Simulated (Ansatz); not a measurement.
# BCl₂H₆NSi₂ (SMILES BN([SiH3])[SiH](Cl)Cl): what the fields show

```tsv
atom	x (Å)	y (Å)	z (Å)
B	0.4785	0.7529	0.6109
Cl	-3.6572	0.5441	1.2104
Cl	-2.7787	0.4610	-1.9918
N	-0.7310	0.0823	0.3035
Si	-0.7324	-1.7029	0.3589
Si	-2.1470	1.0024	-0.1100
H	1.4583	0.0995	0.8969
H	0.5326	1.9617	0.5880
H	-0.3888	-2.1507	1.7368
H	-2.0968	-2.1732	-0.0080
H	0.2685	-2.2235	-0.6127
H	-1.8714	2.4512	-0.0716
```

Geometry: PBE0-D4/def2-SVP.

All numbers below come from isolated molecule in a Gaussian basis; Kohn-Sham density functional theory, functional PBE0 in Ansatz.

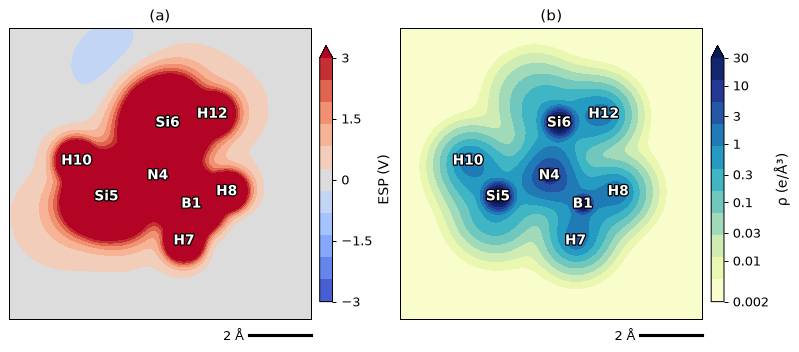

Figure 1. (a) molecular electrostatic potential; (b) electron density on the plane of atoms N4, Si5 and H10.

> Interpret the plot.

Atoms in the plane: B, N, Si and H. B–N (1.42 Å): ρ is about 1.8 e/Å³ halfway. Si–N (1.74 Å): ρ at the midpoint is about 1.1 e/Å³. B–H (1.21 Å): the density is about 1.2 e/Å³ at the midpoint. Si–N (1.79 Å): ρ at the midpoint is about 0.97 e/Å³. Si–H (1.48 Å): ρ is about 0.82 e/Å³ halfway. Outside the dense part of the molecule the potential is most negative (−0.4 V) near Cl3, which lies off the plane.

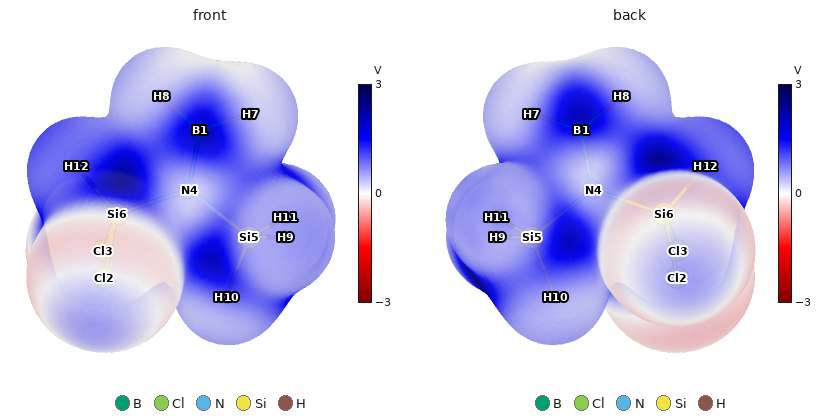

Figure 2. The molecular electrostatic potential painted on the density surface at 0.004 e/bohr³, seen from the front and from behind; the colour scale runs from red (negative) to blue (positive).

> Which sites attract a positive test charge, and which a negative one?

A positive charge is drawn to the negative regions and a negative charge to the positive ones. The most negative region (about −0.3 V, or −7 kcal/mol for a unit charge) lies over Cl2 and Cl3, the most positive (about +2.3 V, or +53 kcal/mol for a unit charge) over Si5 and Si6. Cl2 shows a σ-hole: about +0.6 V, or +14 kcal/mol for a unit charge at the tip opposite its bond, against about −0.2 V on its flanks. Cl3 shows a σ-hole: about +0.6 V, or +14 kcal/mol for a unit charge at the tip opposite its bond, against about −0.2 V on its flanks.

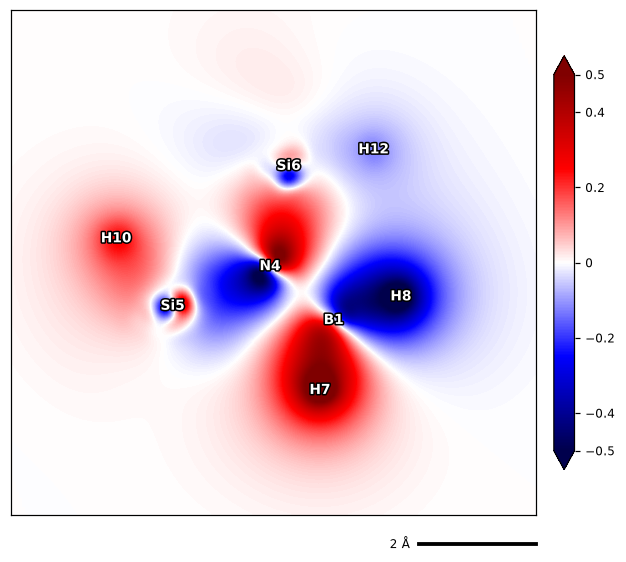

Figure 3. The HOMO−1 on the plane of atoms N4, Si6 and H12 (values in Å⁻³ᐟ²; the overall sign is arbitrary).

> What is the character of this orbital?

It lies mainly on B1 (about 25 %), H7 (about 20 %), H8 (about 20 %), N4 (about 10 %) and Si5 (about 5 %). Its energy is −9.17 eV.
